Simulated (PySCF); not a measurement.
# One shape, several levels: C2H7FO2Si (SMILES CO[SiH](F)OC)

We compute a comparison of 6 runs (HF/3-21G, HF/def2-SVP, B3LYP/6-31G*, M06-2X/def2-SVPD, CCSD/cc-pVDZ) of C2H7FO2Si. 

The results are computed with PySCF 2.14.0.

### Step 1. The system as given

The species is C2H7FO2Si (13 atoms), meant as a singlet with charge 0. SMILES: `CO[SiH](F)OC`. The shape is that of a PBE0-D4/def2-TZVP optimisation. This is one conformer, not always the lowest.

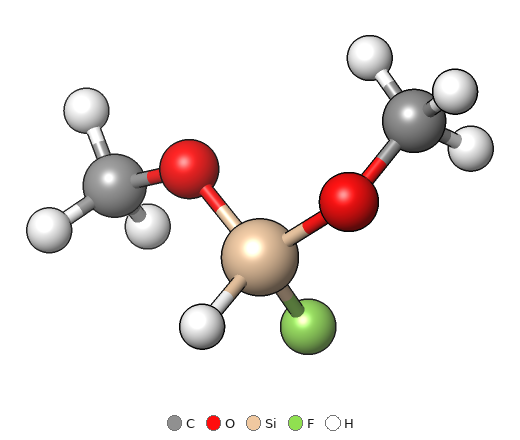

Viewed from a chosen angle; carbon grey, oxygen red, silicon light orange, fluorine green, hydrogen white.

### Step 2. Energy and forces at HF/3-21G (run 1)

start.xyz reads:

```xyz
13

C      0.298800    -2.150300     0.698500
O      0.488400    -0.778100     0.428800
Si     0.203600    -0.038000    -0.987600
F     -1.244600    -0.488900    -1.487500
O      0.276700     1.557200    -0.766500
C     -0.358300     2.296500     0.257100
H      1.002200    -2.766700     0.128800
H     -0.721200    -2.465800     0.459800
H      0.478000    -2.315400     1.761800
H      1.159000    -0.394300    -2.047300
H     -1.438800     2.340400     0.092800
H      0.041000     3.311100     0.236700
H     -0.164400     1.857600     1.239500
```

job.py reads:

```python
# CO[SiH](F)OC
import pyscf.grad
from pyscf import gto

system = gto.Mole()
system.atom = 'start.xyz'
system.verbose = 4
system.spin = 0
system.max_memory = 1860
system.basis = '3-21g'
system.build()

mf = system.RHF()
mf.conv_tol = 1e-10
mf.kernel()
if not mf.converged:
    mf = mf.newton().run(mf.mo_coeff, mf.mo_occ)

e_tot = mf.e_tot
print(f'total energy: {e_tot:.8f} hartree')
grad = mf.Gradients().kernel()
mf.analyze()
```

Command:

```bash
OMP_NUM_THREADS=1 python job.py
```

The log of the run:

```text
PySCF version 2.14.0

[... 81 lines left out ...]
Total Energy =                        -614.717742512555105
[... 8 lines left out ...]
MO #2   energy= -26.1392149323832  occ= 2
[... 6 lines left out ...]
MO #9   energy= -4.2974540368      occ= 2
[... 6 lines left out ...]
MO #16  energy= -0.755363457394748 occ= 2
[... 6 lines left out ...]
MO #23  energy= -0.614711492487647 occ= 2
[... 6 lines left out ...]
MO #30  energy= 0.228258148231972  occ= 0
[... 6 lines left out ...]
MO #37  energy= 0.341827094187893  occ= 0
[... 6 lines left out ...]
MO #44  energy= 0.63907458940069   occ= 0
[... 6 lines left out ...]
MO #51  energy= 1.06558413252789   occ= 0
[... 6 lines left out ...]
MO #58  energy= 1.37940800981874   occ= 0
[... 6 lines left out ...]
MO #65  energy= 2.16383433247469   occ= 0
[... 6 lines left out ...]
MO #72  energy= 3.88362900547215   occ= 0
[... 49 lines left out ...]
pop of  4 O 3py           0.00352
pop of  4 O 3pz           0.00258
pop of  5 C 1s            1.99973
pop of  5 C 2s            0.99957
pop of  5 C 3s            0.00078
pop of  5 C 2px           1.04457
pop of  5 C 2py           1.03439
pop of  5 C 2pz           0.92687
pop of  5 C 3px           0.00432
pop of  5 C 3py           0.00256
pop of  5 C 3pz           0.00519
pop of  6 H 1s            0.90799
pop of  6 H 2s            0.00985
pop of  7 H 1s            0.90123
pop of  7 H 2s            0.01055
pop of  8 H 1s            0.88267
pop of  8 H 2s            0.01120
pop of  9 H 1s            1.15040
pop of  9 H 2s            0.00378
pop of  10 H 1s           0.90457
pop of  10 H 2s           0.01006
pop of  11 H 1s           0.88480
pop of  11 H 2s           0.01109
pop of  12 H 1s           0.89774
pop of  12 H 2s           0.01092
 ** Mulliken atomic charges  **
charge of    0C =     -0.01780
charge of    1O =     -0.66695
charge of    2Si =      1.44813
charge of    3F =     -0.49597
charge of    4O =     -0.65260
charge of    5C =     -0.01797
charge of    6H =      0.08216
charge of    7H =      0.08822
charge of    8H =      0.10613
charge of    9H =     -0.15418
charge of   10H =      0.08537
charge of   11H =      0.10411
charge of   12H =      0.09135
Dipole moment(X, Y, Z, Debye): -0.00930, -1.11548,  1.51242
```

It took 6 s on 1 thread of Intel Xeon at 2.70GHz, shared host; peak memory 0.15 GiB.

### Step 3. Energy and gradient at HF/def2-SVP (run 2)

calc.py reads:

```python
import pyscf.grad
from pyscf import gto

mol = gto.Mole()
mol.atom = '''
C      0.298800    -2.150300     0.698500
O      0.488400    -0.778100     0.428800
Si     0.203600    -0.038000    -0.987600
F     -1.244600    -0.488900    -1.487500
O      0.276700     1.557200    -0.766500
C     -0.358300     2.296500     0.257100
H      1.002200    -2.766700     0.128800
H     -0.721200    -2.465800     0.459800
H      0.478000    -2.315400     1.761800
H      1.159000    -0.394300    -2.047300
H     -1.438800     2.340400     0.092800
H      0.041000     3.311100     0.236700
H     -0.164400     1.857600     1.239500
'''
mol.spin = 0
mol.basis = 'def2-svp'
mol.charge = 0
mol.max_memory = 1860
mol.verbose = 4
mol.build()

myscf = mol.RHF()
myscf.conv_tol = 1e-10
myscf.kernel()
if not myscf.converged:
    myscf = myscf.newton().run(myscf.mo_coeff, myscf.mo_occ)

etot = myscf.e_tot
print('E(%s) = %.9f' % ('HF', etot))
grad = myscf.Gradients().kernel()
dip = myscf.dip_moment()
pop, q = myscf.mulliken_pop()
```

Command:

```bash
OMP_NUM_THREADS=1 python calc.py
```

The log of the run:

```text
PySCF version 2.14.0

[... 69 lines left out ...]
converged SCF energy = -617.700567950152
[... 12 lines left out ...]
Dipole moment(X, Y, Z, Debye):  0.06688, -0.75443,  1.51992
[... 98 lines left out ...]
pop of  7 H 2pz           0.00473
pop of  8 H 1s            0.76604
pop of  8 H 2s            0.16993
pop of  8 H 2px           0.00469
pop of  8 H 2py           0.00181
pop of  8 H 2pz           0.01808
pop of  9 H 1s            0.76035
pop of  9 H 2s            0.41703
pop of  9 H 2px           0.00463
pop of  9 H 2py           0.00069
pop of  9 H 2pz           0.00582
pop of  10 H 1s           0.76825
pop of  10 H 2s           0.17658
pop of  10 H 2px          0.01817
pop of  10 H 2py          0.00345
pop of  10 H 2pz          0.00321
pop of  11 H 1s           0.76669
pop of  11 H 2s           0.17074
pop of  11 H 2px          0.00565
pop of  11 H 2py          0.01614
pop of  11 H 2pz          0.00277
pop of  12 H 1s           0.76507
pop of  12 H 2s           0.17389
pop of  12 H 2px          0.00429
pop of  12 H 2py          0.00565
pop of  12 H 2pz          0.01526
 ** Mulliken atomic charges  **
charge of    0C =      0.25334
charge of    1O =     -0.71152
charge of    2Si =      1.35852
charge of    3F =     -0.47719
charge of    4O =     -0.69709
charge of    5C =      0.25710
charge of    6H =      0.02655
charge of    7H =      0.03518
charge of    8H =      0.03944
charge of    9H =     -0.18852
charge of   10H =      0.03035
charge of   11H =      0.03801
charge of   12H =      0.03584
```

Wall time 27 s (1 thread of Intel Xeon at 2.70GHz, shared host); peak memory 0.34 GiB.

### Step 4. Energy and forces at B3LYP/6-31G(d) (spherical functions) (run 3)

run.py reads:

```python
# CO[SiH](F)OC
from pyscf import gto, dft

mol = gto.M(
    atom='''
C        0.298800      -2.150300       0.698500
O        0.488400      -0.778100       0.428800
Si       0.203600      -0.038000      -0.987600
F       -1.244600      -0.488900      -1.487500
O        0.276700       1.557200      -0.766500
C       -0.358300       2.296500       0.257100
H        1.002200      -2.766700       0.128800
H       -0.721200      -2.465800       0.459800
H        0.478000      -2.315400       1.761800
H        1.159000      -0.394300      -2.047300
H       -1.438800       2.340400       0.092800
H        0.041000       3.311100       0.236700
H       -0.164400       1.857600       1.239500
''',
    basis='6-31g*',
    max_memory=1860,
    verbose=4,
)

ks = dft.RKS(mol)
ks.xc = 'b3lyp'
ks.grids.level = 5
ks.conv_tol = 1e-10
ks.kernel()
if not ks.converged:
    ks = ks.newton().run(ks.mo_coeff, ks.mo_occ)

energy = ks.e_tot
print('E = %.10f Eh' % energy)
grad = ks.nuc_grad_method().kernel()
ks.analyze()
```

Command:

```bash
OMP_NUM_THREADS=1 python run.py
```

The log of the run:

```text
PySCF version 2.14.0

[... 107 lines left out ...]
MO #2   energy= -24.6744330269179  occ= 2
[... 9 lines left out ...]
MO #12  energy= -1.02981530708616  occ= 2
[... 9 lines left out ...]
MO #22  energy= -0.443055254996882 occ= 2
[... 9 lines left out ...]
MO #32  energy= 0.076403892879422  occ= 0
[... 9 lines left out ...]
MO #42  energy= 0.229779727100569  occ= 0
[... 9 lines left out ...]
MO #52  energy= 0.647685879680722  occ= 0
[... 9 lines left out ...]
MO #62  energy= 0.970807234893429  occ= 0
[... 9 lines left out ...]
MO #72  energy= 1.33743780873531   occ= 0
[... 9 lines left out ...]
MO #82  energy= 1.81934914860354   occ= 0
[... 9 lines left out ...]
MO #92  energy= 2.16236920099959   occ= 0
[... 9 lines left out ...]
MO #102 energy= 2.95089397363081   occ= 0
[... 79 lines left out ...]
pop of  5 C 2px           1.06161
pop of  5 C 2py           1.03976
pop of  5 C 2pz           0.94516
pop of  5 C 3px           0.00677
pop of  5 C 3py           0.00520
pop of  5 C 3pz           0.00750
pop of  5 C 3dxy          0.00153
pop of  5 C 3dyz          0.00223
pop of  5 C 3dz^2         0.00288
pop of  5 C 3dxz          0.00144
pop of  5 C 3dx2-y2       0.00260
pop of  6 H 1s            0.89452
pop of  6 H 2s            0.00795
pop of  7 H 1s            0.88962
pop of  7 H 2s            0.00868
pop of  8 H 1s            0.87726
pop of  8 H 2s            0.00865
pop of  9 H 1s            1.13185
pop of  9 H 2s            0.00415
pop of  10 H 1s           0.88972
pop of  10 H 2s           0.00819
pop of  11 H 1s           0.87703
pop of  11 H 2s           0.00864
pop of  12 H 1s           0.88646
pop of  12 H 2s           0.00888
 ** Mulliken atomic charges  **
charge of    0C =     -0.08196
charge of    1O =     -0.61722
charge of    2Si =      1.37074
charge of    3F =     -0.48385
charge of    4O =     -0.60239
charge of    5C =     -0.08372
charge of    6H =      0.09753
charge of    7H =      0.10170
charge of    8H =      0.11410
charge of    9H =     -0.13601
charge of   10H =      0.10209
charge of   11H =      0.11433
charge of   12H =      0.10466
Dipole moment(X, Y, Z, Debye): -0.03520, -0.62069,  1.37047
```

It took 1.7 min on 1 thread of Intel Xeon at 2.70GHz, shared host; peak memory 1 GiB.

Runs 4 to 5 aren't shown in full; the table further down has their settings and results.

### Step 5. The energy at CCSD/cc-pVDZ (run 6)

input.py reads:

```python
from pyscf import gto, cc

mol = gto.M(
    atom='''
C      0.564650    -4.063478     1.319974
O      0.922942    -1.470396     0.810315
Si     0.384748    -0.071810    -1.866294
F     -2.351953    -0.923887    -2.810968
O      0.522887     2.942682    -1.448475
C     -0.677089     4.339756     0.485849
H      1.893884    -5.228305     0.243397
H     -1.362870    -4.659687     0.868896
H      0.903289    -4.375472     3.329319
H      2.190193    -0.745119    -3.868836
H     -2.718938     4.422715     0.175367
H      0.077479     6.257072     0.447298
H     -0.310671     3.510355     2.342316
''',
    max_memory=1860,
    spin=0,
    verbose=3,
    unit='bohr',
    basis='cc-pvdz',
)

mf = mol.RHF()
mf.conv_tol = 1e-10
mf.kernel()
if not mf.converged:
    mf = mf.newton().run(mf.mo_coeff, mf.mo_occ)

mycc = cc.CCSD(mf, frozen=10)
mycc.kernel()
e_tot = mycc.e_tot
print('E(%s) = %.9f' % ('CCSD', e_tot))
dip = mf.dip_moment()
pop, q = mf.mulliken_pop()
```

Command:

```bash
OMP_NUM_THREADS=1 python input.py
```

The log of the run:

```text
converged SCF energy = -618.048382938873
[... 2 lines left out ...]
Dipole moment(X, Y, Z, Debye):  0.18630, -0.68080,  1.48092
[... 98 lines left out ...]
pop of  7 H 2pz           0.00603
pop of  8 H 1s            0.76184
pop of  8 H 2s            0.16371
pop of  8 H 2px           0.00613
pop of  8 H 2py           0.00248
pop of  8 H 2pz           0.02107
pop of  9 H 1s            0.73961
pop of  9 H 2s            0.41246
pop of  9 H 2px           0.00523
pop of  9 H 2py           0.00074
pop of  9 H 2pz           0.00662
pop of  10 H 1s           0.76306
pop of  10 H 2s           0.17182
pop of  10 H 2px          0.02126
pop of  10 H 2py          0.00449
pop of  10 H 2pz          0.00420
pop of  11 H 1s           0.76231
pop of  11 H 2s           0.16424
pop of  11 H 2px          0.00699
pop of  11 H 2py          0.01897
pop of  11 H 2pz          0.00369
pop of  12 H 1s           0.76021
pop of  12 H 2s           0.17081
pop of  12 H 2px          0.00551
pop of  12 H 2py          0.00705
pop of  12 H 2pz          0.01779
 ** Mulliken atomic charges  **
charge of    0C =      0.19152
charge of    1O =     -0.61734
charge of    2Si =      1.21361
charge of    3F =     -0.44510
charge of    4O =     -0.60356
charge of    5C =      0.19544
charge of    6H =      0.02959
charge of    7H =      0.03813
charge of    8H =      0.04477
charge of    9H =     -0.16466
charge of   10H =      0.03516
charge of   11H =      0.04380
charge of   12H =      0.03863
```

Run time: 2 min. Hardware: 1 thread of Intel Xeon at 2.70GHz, shared host; peak memory 1.5 GiB.

### Step 6. All runs side by side

```
run                               level  integration grid  Cartesian functions  energy (Eh)  dipole moment (D) of the reference  HOMO energy (eV)  LUMO energy (eV)  wall time
  1                            HF/3-21G                 –                   no  -614.717743                                1.88            -12.30              6.21        6 s
  2                         HF/def2-SVP                 –                   no  -617.700568                                1.70            -12.63              4.81       27 s
  3  B3LYP/6-31G* (spherical functions)                 5                   no  -620.330622                                1.50             -8.02              1.84    1.7 min
  4  B3LYP/6-31G* (Cartesian functions)                 5                  yes  -620.337410                                1.51             -8.03              1.80    1.8 min
  5                    M06-2X/def2-SVPD                 5                   no  -619.869474                                1.51            -10.19              0.83    5.2 min
  6                        CCSD/cc-pVDZ                 –                   no  -619.028222                                1.64            -12.53              4.91      2 min
```

### Step 7. Results

```
                                           quantity          value
                                run 6: total energy  -619.02822 Eh
        run 6: dipole moment (Hartree–Fock density)         1.64 D
         run 6: HOMO energy (Hartree–Fock orbitals)      -12.53 eV
         run 6: LUMO energy (Hartree–Fock orbitals)        4.91 eV
       run 6: HOMO–LUMO gap (Hartree–Fock orbitals)       17.43 eV
run 6: correlation energy (10 core orbitals frozen)     -979.8 mEh
                               run 6: T1 diagnostic          0.011
```

**Reading.** Over runs 1, 2, 3, 4, 5 the dipole moment (its size) runs from 1.50 D (B3LYP/6-31G*) to 1.88 D (HF/3-21G). The two ends differ in method and basis. Over runs 1, 2, 3, 4, 5 the HOMO–LUMO gap runs from 9.82 eV (B3LYP/6-31G*) to 18.51 eV (HF/3-21G). Totals of different functionals can't be ranked against each other. All runs together took 11 min, the longest 5.2 min.
